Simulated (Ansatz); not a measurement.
# Li4Ag4Rh: a short molecular-dynamics run

What does Li4Ag4Rh do over 60 steps of 1.5 fs under a Langevin thermostat and barostat at 100 K and 0 GPa? The cell is an element-swapped structure of 9 atoms, taken as it stands, without a relaxation.

Method: DFT PBE, plane waves, PAW, scalar-relativistic, no spin polarisation, in Ansatz 0.2.0.

### Step 1. The structure to begin with

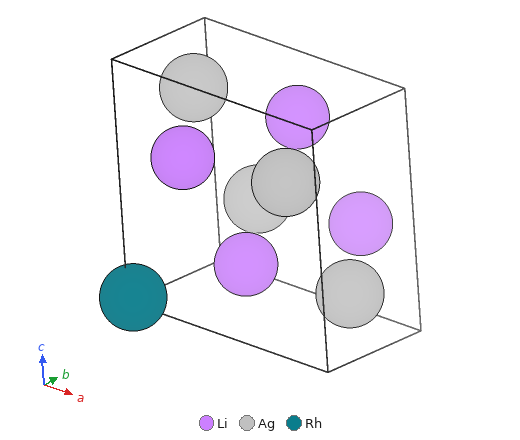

The starting structure, seen slightly off an axis (lithium purple, silver light grey, rhodium blue). Each atom of the cell is drawn once.

Coordinates:

```
CELL_PARAMETERS angstrom
0.00000 0.00000 4.86937
3.75177 -3.75177 2.43469
3.75177 3.75177 -2.43469
ATOMIC_POSITIONS crystal
Li 0.21100 0.18400 0.60600
Li 0.39500 0.39400 0.18400
Li 0.78900 0.81600 0.39400
Li 0.60500 0.60600 0.81600
Ag 0.29200 0.77400 0.35800
Ag 0.06600 0.64200 0.77400
Ag 0.70800 0.22600 0.64200
Ag 0.93400 0.35800 0.22600
Rh 0.00000 0.00000 0.00000
```

### Step 2. The run

File input.yaml:

```yaml
crystal:
  lattice:
    - [0.0, 3.2e-07, 4.869373]
    - [3.751773, -3.75177284, 2.43468675]
    - [3.751773, 3.75177284, -2.43468675]
  atoms:
    - { symbol: Li, position: [0.211, 0.184, 0.606] }
    - { symbol: Li, position: [0.395, 0.394, 0.184] }
    - { symbol: Li, position: [0.789, 0.816, 0.394] }
    - { symbol: Li, position: [0.605, 0.606, 0.816] }
    - { symbol: Ag, position: [0.292, 0.774, 0.358] }
    - { symbol: Ag, position: [0.066, 0.642, 0.774] }
    - { symbol: Ag, position: [0.708, 0.226, 0.642] }
    - { symbol: Ag, position: [0.934, 0.358, 0.226] }
    - { symbol: Rh, position: [0.0, 0.0, 0.0] }
kpoints:
  mp_grid: { grid: [4, 3, 3] }
magnetization:
  spin_polarized: false
scf:
  occupations: { method: cold, width: 0.15 }
hamiltonian:
  pseudopotentials: { kind: paw }
  xc: pbe
basis:
  ecutwfc: 420
md:
  timestep: 1.5
  n_steps: 60
  ensemble: npt_langevin
  temperature: 100.0
  initial_velocities: maxwell_boltzmann
  seed: 647920
  pressure: 0.0
```

Launch:

```
> ansatz run input.yaml --threads 2 --pin off --max-ram 2560MiB --backend cpu --events-out ev --progress --plain --runs-dir out
```

Standard output (excerpt; [...] marks lines left out):

```text
Warning: md: disabling space-group detection — thermal motion breaks the input geometry's symmetry, so no spatial operation reduces the k-mesh or symmetrises the density; time reversal is kept, so that k and −k are solved as one point where they differ and the mesh holds both, and exact [...]
Warning: RAYON_NUM_THREADS=2 ignored (pool sized by the plan → 2); use --threads N
[...]
Pseudopotentials: kind: paw
Pseudopotential: Li, paw, valence charge 3, recommended cutoff 420 eV (normal), Li.paw.azcp
Pseudopotential: Ag, paw, valence charge 19, recommended cutoff 420 eV (normal), Ag.paw.azcp
Pseudopotential: Rh, paw, valence charge 17, recommended cutoff 420 eV (normal), Rh.paw.azcp
Functional definition: PBE
[...]
Crystal: 9 atoms, lattice volume = 137.081 Å³
Basis set: ecut = 420 eV (smoothed over ±3.0 %; plane waves to 437.0 eV, density to 1747.9 eV), 2829 PW (Γ), exchange–correlation on 72×80×80 points (8 copies of the dense FFT grid, shifted against one another)
Bands: 63, of which v1, the nominal top of the filled ones, is band 53 counted from 1 (52 counted from 0)
Symmetry: 1 space group operations
k-points: 19 of 36 (time reversal used)
[...]
SCF iter   1: F=—  HF=-37577.974283 eV  |F-HF|=—  |Δ(HF+E_count)|=         —  Δρ=1.18e-2  dr2=3.58e-1  ethr=1.77e-3  ⟨swp⟩=6.2  Hψ=4177  notcnv=0  defer=4
[...]
md step     0: t =     0.00 fs  T =    88.9 K  F+E_penalty+E_count = -37577.94511393 eV  E_kin = 0.103408 eV  conserved = -37577.88410812 eV  P_inst = 26.9778 GPa  V = 137.0806 Å³  selection 1  (9 SCF iters)
[...]
md step     3: t =     4.50 fs  T =   240.4 K  F+E_penalty+E_count = -37578.51377505 eV  E_kin = 0.279649 eV  conserved = -37577.88717837 eV  P_inst = 24.1295 GPa  V = 139.4685 Å³  selection 2  (10 SCF iters)
[...]
md step     6: t =     9.00 fs  T =   673.4 K  F+E_penalty+E_count = -37579.89007228 eV  E_kin = 0.783370 eV  conserved = -37577.89277653 eV  P_inst = 17.1185 GPa  V = 146.2718 Å³  selection 2  (6 SCF iters)
[...]
md step     9: t =    13.50 fs  T =  1097.6 K  F+E_penalty+E_count = -37581.23886813 eV  E_kin = 1.276839 eV  conserved = -37577.89584584 eV  P_inst = 9.3233 GPa  V = 156.5421 Å³  selection 3  (8 SCF iters)
[...]
md step    12: t =    18.00 fs  T =  1259.1 K  F+E_penalty+E_count = -37582.04052936 eV  E_kin = 1.464736 eV  conserved = -37577.89523824 eV  P_inst = 2.9270 GPa  V = 169.1490 Å³  selection 4  (13 SCF iters)
md step    13: t =    19.50 fs  T =  1303.3 K  F+E_penalty+E_count = -37582.16653248 eV  E_kin = 1.516165 eV  conserved = -37577.89472126 eV  P_inst = 1.2858 GPa  V = 173.6224 Å³  selection 4  (9 SCF iters)
md step    14: t =    21.00 fs  T =  1334.0 K  F+E_penalty+E_count = -37582.23000869 eV  E_kin = 1.551846 eV  conserved = -37577.89417074 eV  P_inst = -0.1300 GPa  V = 178.1629 Å³  selection 5  (12 SCF iters)
```

### Step 3. The output, continued

The log, continued (excerpt; [...] marks lines left out):

```text
md step    15: t =    22.50 fs  T =  1305.9 K  F+E_penalty+E_count = -37582.23814890 eV  E_kin = 1.519210 eV  conserved = -37577.89342579 eV  P_inst = -1.3632 GPa  V = 182.7116 Å³  selection 5  (9 SCF iters)
[...]
md step    26: t =    39.00 fs  T =   771.2 K  F+E_penalty+E_count = -37580.77133451 eV  E_kin = 0.897142 eV  conserved = -37577.88902696 eV  P_inst = -6.4499 GPa  V = 223.2335 Å³  selection 8  (9 SCF iters)
[...]
md step    37: t =    55.50 fs  T =   306.9 K  F+E_penalty+E_count = -37580.30987707 eV  E_kin = 0.357075 eV  conserved = -37577.88813363 eV  P_inst = -6.9561 GPa  V = 226.5454 Å³  selection 8  (5 SCF iters)
[...]
md step    48: t =    72.00 fs  T =   497.0 K  F+E_penalty+E_count = -37582.13453311 eV  E_kin = 0.578217 eV  conserved = -37577.88997903 eV  P_inst = -5.7913 GPa  V = 190.6097 Å³  selection 9  (6 SCF iters)
[...]
  atom   5  Ag    -0.93646649     0.99426080    -0.16277227
  atom   6  Ag    -0.74562877    -1.23672748     0.06535696
  atom   7  Ag     1.42274604    -1.20998479     0.43094328
  atom   8  Ag     0.81235400     0.76421740    -0.66177359
[...]
--- Stress (GPa, compression-positive) ---
        8.724323      -1.474596      -0.287235
       -1.474596      10.702957      -1.170083
       -0.287235      -1.170083      -2.857384
  P = ⅓ Tr σ = 5.5233 GPa (55.233 kbar)
--- MD trajectory: 60 steps, t = 0.0 → 90.0 fs ---
  final state: T = 542.3 K   F+E_penalty+E_count = -37582.80827169 eV   E_kin = 0.630925 eV
  conserved energy: peak-to-peak 6.971e-3 eV (7.745e-4 eV/atom) at the most on one of 12 selections of grids, which stood over 6.0 fs
  cell: V = 142.8817 Å³ at the end; means of 61 rows, the approach among them: V = 189.0145 Å³, P_inst = -0.0014 GPa
  mean static stress (GPa): xx 2.1640  yy 2.6515  zz -6.1569  yz -0.1613  xz -0.1037  xy -0.2103
  the result is of one more SCF, on plane waves selected at the last cell: its energy does not rank with the rows'
```

Wall time 11 min (2 threads of Arm Neoverse V1, shared host); peak memory 0.71 GiB.

### Step 4. What the atoms did

One step in 3; energies are changes from step 0; msd is the mean square displacement from the start, the centre of mass held:

```
time (fs)  T (K)  potential energy change (meV/atom)  conserved energy change (meV/atom)  volume (Å³/atom)  pressure (GPa)  msd Li (Å²)  msd Ag (Å²)  msd Rh (Å²)
      0.0     89                                 0.0                                0.00             15.23            27.0        0.000        0.000        0.000
      4.5    240                               -63.2                               -0.34             15.50            24.1        0.001        0.000        0.000
      9.0    673                              -216.1                               -0.96             16.25            17.1        0.010        0.000        0.000
     13.5   1098                              -366.0                               -1.30             17.39             9.3        0.038        0.002        0.000
     18.0   1259                              -455.0                               -1.24             18.79             2.9        0.093        0.004        0.000
     22.5   1306                              -477.0                               -1.04             20.30            -1.4        0.174        0.008        0.000
     27.0   1284                              -451.6                               -0.84             21.79            -3.9        0.275        0.013        0.000
     31.5   1105                              -402.3                               -0.69             23.13            -5.4        0.388        0.019        0.000
     36.0    904                              -347.7                               -0.59             24.23            -6.2        0.502        0.025        0.000
     40.5    715                              -298.8                               -0.53             25.04            -6.6        0.609        0.031        0.001
     45.0    560                              -263.7                               -0.48             25.52            -6.7        0.703        0.038        0.001
     49.5    418                              -247.8                               -0.45             25.63            -6.9        0.772        0.045        0.001
     54.0    341                              -255.2                               -0.45             25.35            -6.9        0.812        0.051        0.001
     58.5    314                              -285.9                               -0.46             24.71            -7.0        0.818        0.058        0.001
     63.0    388                              -336.4                               -0.51             23.76            -6.8        0.797        0.064        0.002
     67.5    433                              -399.9                               -0.57             22.55            -6.5        0.759        0.071        0.002
     72.0    497                              -465.5                               -0.65             21.18            -5.8        0.709        0.078        0.002
     76.5    541                              -521.7                               -0.73             19.75            -4.4        0.654        0.085        0.002
     81.0    510                              -556.2                               -0.77             18.34            -2.1        0.606        0.093        0.003
     85.5    513                              -562.0                               -0.79             17.03             1.4        0.561        0.103        0.003
     90.0    542                              -540.4                               -0.70             15.88             6.0        0.515        0.114        0.003
```

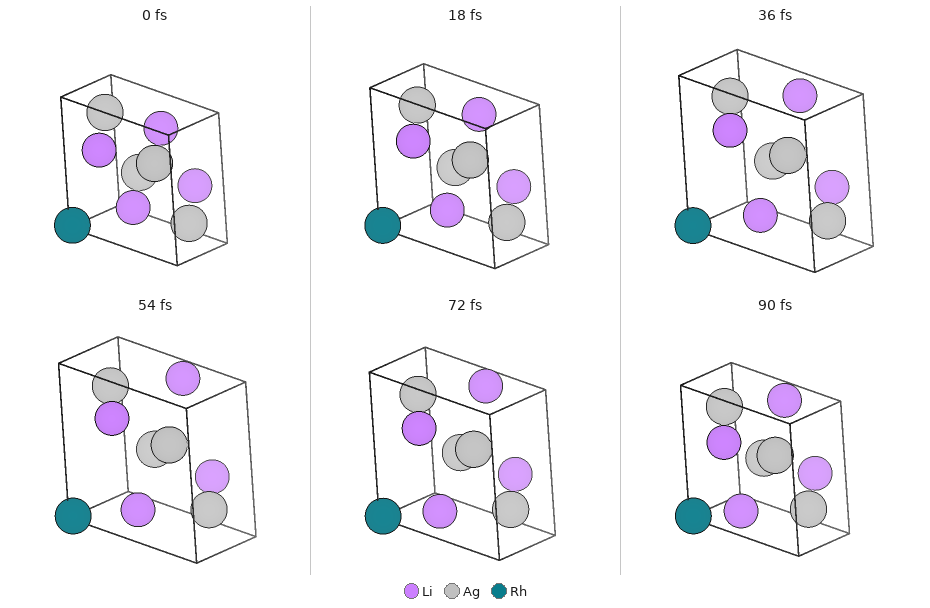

The system at six times, viewed slightly off an axis. Each atom of the cell is drawn once. Atoms are followed across the cell's faces.

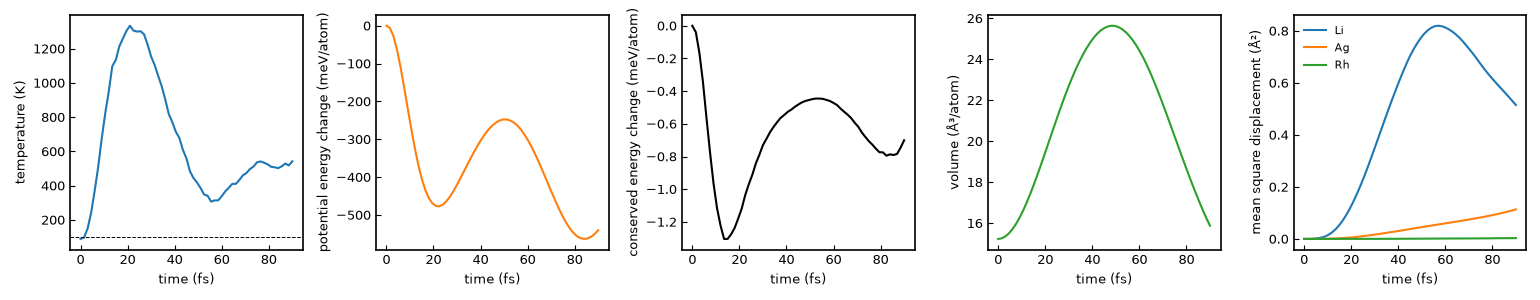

Traces against time; each panel has its own scale. The dashed line is the set temperature.

### Step 5. Frames from the trajectory

Positions (Å) and forces (eV/Å):

```xyz
9
Lattice="0.000 0.000 5.049 3.890 -3.890 2.524 3.890 3.890 -2.524" Properties=species:S:1:pos:R:3:forces:R:3 pbc="T T T" time_fs=12.0 T=950 dE=-2.8879
Li    3.111    1.765   -0.005    0.169    0.837    0.068
Li    2.154   -0.775    2.543   -0.960    0.172   -0.153
Li    4.682   -1.737    5.110   -0.168   -0.951   -0.174
Li    5.747    0.753    2.530    0.722   -0.135   -0.013
Ag    4.420   -1.593    2.532    0.682    3.005    0.225
Ag    5.485    0.525    0.002   -3.071    0.700   -0.003
Ag    3.363    1.595    2.533   -0.375   -3.036   -0.058
Ag    2.295   -0.540    5.025    2.894   -0.565    0.046
Rh   -0.001    0.004    0.010    0.107   -0.025    0.064
9
Lattice="0.000 0.000 5.359 4.129 -4.129 2.679 4.129 4.129 -2.679" Properties=species:S:1:pos:R:3:forces:R:3 pbc="T T T" time_fs=22.5 T=1306 dE=-4.2930
Li    3.341    2.101    0.025   -0.025    0.108    0.011
Li    2.055   -0.742    2.690   -0.242   -0.090   -0.097
Li    4.921   -2.061    5.443    0.116   -0.191   -0.118
Li    6.410    0.716    2.699    0.068    0.079   -0.029
Ag    4.712   -1.635    2.693   -0.127    0.969    0.175
Ag    5.769    0.576    0.004   -0.986   -0.093    0.017
Ag    3.554    1.647    2.697    0.247   -1.006    0.018
Ag    2.482   -0.602    5.321    0.932    0.143    0.015
Rh   -0.001    0.004    0.016    0.016    0.081    0.009
9
Lattice="0.000 0.000 5.629 4.337 -4.337 2.814 4.337 4.337 -2.814" Properties=species:S:1:pos:R:3:forces:R:3 pbc="T T T" time_fs=33.0 T=1042 dE=-3.4556
Li    3.520    2.415    0.072   -0.067   -0.301    0.004
Li    1.927   -0.716    2.792    0.083   -0.203   -0.050
Li    5.154   -2.388    5.694    0.237    0.230   -0.025
Li    7.025    0.668    2.845   -0.295    0.230   -0.019
Ag    4.964   -1.657    2.836   -0.292    0.077    0.075
Ag    5.999    0.622    0.009   -0.066   -0.283    0.005
Ag    3.724    1.682    2.842    0.315   -0.106    0.057
Ag    2.654   -0.658    5.579    0.094    0.271   -0.027
Rh   -0.005    0.004    0.024   -0.008    0.086   -0.020
9
Lattice="0.000 0.000 5.783 4.456 -4.456 2.892 4.456 4.456 -2.892" Properties=species:S:1:pos:R:3:forces:R:3 pbc="T T T" time_fs=45.0 T=560 dE=-2.3730
Li    3.611    2.626    0.099   -0.118   -0.591    0.036
Li    1.773   -0.712    2.813    0.323   -0.344   -0.065
Li    5.319   -2.666    5.813    0.344    0.595    0.004
Li    7.454    0.655    2.930   -0.612    0.341   -0.018
Ag    5.106   -1.648    2.921   -0.304   -0.212    0.049
Ag    6.106    0.655    0.011    0.224   -0.315   -0.003
Ag    3.829    1.684    2.931    0.293    0.184    0.051
Ag    2.774   -0.710    5.716   -0.191    0.292   -0.053
Rh   -0.017    0.007    0.032    0.041    0.050   -0.002
9
Lattice="0.000 0.000 5.741 4.423 -4.423 2.870 4.423 4.423 -2.870" Properties=species:S:1:pos:R:3:forces:R:3 pbc="T T T" time_fs=57.0 T=314 dE=-2.4577
Li    3.551    2.622    0.122   -0.186   -0.643    0.055
Li    1.658   -0.772    2.737    0.440   -0.392   -0.100
Li    5.367   -2.729    5.754    0.372    0.744    0.014
Li    7.499    0.691    2.896   -0.736    0.322   -0.031
Ag    5.077   -1.598    2.903   -0.355   -0.209    0.052
Ag    6.011    0.663    0.012    0.215   -0.360   -0.008
Ag    3.805    1.639    2.921    0.361    0.159    0.068
Ag    2.789   -0.736    5.656   -0.191    0.338   -0.078
Rh   -0.027    0.006    0.037    0.081    0.041    0.027
9
Lattice="0.000 0.000 5.549 4.276 -4.276 2.775 4.276 4.276 -2.775" Properties=species:S:1:pos:R:3:forces:R:3 pbc="T T T" time_fs=67.5 T=433 dE=-3.5992
Li    3.359    2.446    0.148   -0.161   -0.460    0.034
Li    1.587   -0.869    2.566    0.378   -0.199   -0.090
Li    5.304   -2.603    5.552    0.166    0.595    0.035
Li    7.207    0.753    2.764   -0.586    0.136   -0.042
Ag    4.911   -1.518    2.813   -0.488   -0.021    0.038
Ag    5.777    0.653    0.014    0.045   -0.500   -0.011
Ag    3.685    1.558    2.831    0.579   -0.072    0.129
Ag    2.720   -0.734    5.457   -0.046    0.453   -0.147
Rh   -0.032    0.006    0.037    0.112    0.066    0.055
9
Lattice="0.000 0.000 5.267 4.058 -4.058 2.633 4.058 4.058 -2.633" Properties=species:S:1:pos:R:3:forces:R:3 pbc="T T T" time_fs=78.0 T=534 dE=-4.8243
Li    3.096    2.169    0.174   -0.006   -0.137   -0.076
Li    1.532   -0.959    2.351    0.221    0.277    0.024
Li    5.157   -2.370    5.264   -0.348    0.334    0.072
Li    6.731    0.824    2.577   -0.298   -0.304   -0.001
Ag    4.660   -1.410    2.678   -0.710    0.400   -0.012
Ag    5.452    0.628    0.012   -0.301   -0.823   -0.001
Ag    3.506    1.451    2.690    1.021   -0.571    0.257
Ag    2.602   -0.713    5.168    0.279    0.693   -0.310
Rh   -0.031    0.011    0.040    0.141    0.130    0.046
9
Lattice="0.000 0.000 4.937 3.804 -3.804 2.469 3.804 3.804 -2.469" Properties=species:S:1:pos:R:3:forces:R:3 pbc="T T T" time_fs=90.0 T=542 dE=-4.8632
Li    2.800    1.844    0.182    0.281    0.366   -0.268
Li    1.485   -1.001    2.122   -0.043    1.059    0.324
Li    4.909   -2.085    4.935   -1.004   -0.041    0.162
Li    6.176    0.822    2.379    0.130   -0.909    0.138
Ag    4.359   -1.280    2.520   -0.936    0.994   -0.163
Ag    5.068    0.587    0.010   -0.746   -1.237    0.065
Ag    3.307    1.321    2.526    1.423   -1.210    0.431
Ag    2.465   -0.679    4.828    0.812    0.764   -0.662
Rh   -0.025    0.020    0.042    0.083    0.213   -0.028
```

### Step 6. Results

| quantity | value |
| --- | --- |
| length | 60 steps of 1.5 fs |
| temperature, first and last step | 89 and 542 K |
| temperature, second half | mean 451 K, from 307 to 560 K |
| potential energy, second half | -403 meV/atom from the start |
| largest change of the conserved energy | 1.30 meV/atom |
| volume, first and last step | 15.23 and 15.88 Å³/atom |
| mean square displacement, second half | Li 0.707, Ag 0.072, Rh 0.002 Å² |

In words: Against a set 100 K the second half averages 451 K with a spread of 79 K (in equilibrium 9 atoms would scatter by about 27 K, over a far longer run). The conserved energy strays from its start by at most 1.30 meV/atom, 1.5 % of the mean kinetic energy, which is good for a step of 1.5 fs. The atom that moves most swings out by 1.16 Å (the median distance to the nearest neighbour, bonds to H left out, is 2.22 Å), and none ends a neighbour distance from its start. The volume changes by +4.2 % from first to last step, and is still moving at the end, so it is no equilibrium value. 90 fs on 9 atoms is far too short and small for converged averages.
